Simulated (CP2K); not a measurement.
Band structure of TlBr (Pm-3m, 2 atoms in the cell).

```yaml
crystal:
  lattice:
    - [3.99000, 0.00000, 0.00000]
    - [0.00000, 3.99000, 0.00000]
    - [0.00000, 0.00000, 3.99000]
  atoms:
    - { symbol: Tl, position: [0.00000, 0.00000, 0.00000] }
    - { symbol: Br, position: [0.50000, 0.50000, 0.50000] }
```

Method of the run: PBE, GPW, DZVP-MOLOPT-PBE-GTH basis, GTH-PBE potentials (POTENTIAL_UZH) (CP2K).

Settings: CUTOFF = 500 Ry; REL_CUTOFF = 50 Ry; SMEAR/METHOD = FERMI_DIRAC; ELECTRONIC_TEMPERATURE = 232.09 K; KPOINTS/SCHEME = MONKHORST-PACK 8 8 8; GAMMA_CENTERED = T; XC_FUNCTIONAL = PBE; Tl/BASIS_SET = DZVP-MOLOPT-PBE-GTH-q13; Tl/POTENTIAL = GTH-PBE-q13; Br/BASIS_SET = DZVP-MOLOPT-PBE-GTH-q7; Br/POTENTIAL = GTH-PBE-q7; METHOD = GPW; EPS_DEFAULT = 1e-10; EXTRAPOLATION = USE_GUESS.

The starting cell has typed, rounded lattice constants, without a prior relaxation at this level. Spin-orbit coupling is off. Values carry the incompleteness of an atom-centred basis.

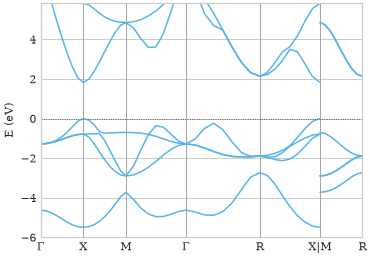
Figure. Bands along the path, energies from the top of the valence band on the SCF mesh.

Q: Read off roughly the gap and where its edges lie.

A: The gap along the path is about 1.8 eV (computed: 1.83 eV), direct at X to within 0.01 eV.

Levels in eV from the top of the valence band on the SCF mesh, bands 7 to 11:
```tsv
point	7	8	9	10	11
Γ	-4.63	-1.28	-1.28	-1.28	7.22
X	-5.50	-0.78	-0.78	0.00	1.83
M	-3.73	-2.90	-2.90	-0.70	4.85
R	-2.74	-1.89	-1.89	-1.89	2.13
```

Higher empty bands are left out: an atom-centred basis made for the valence describes them poorly.
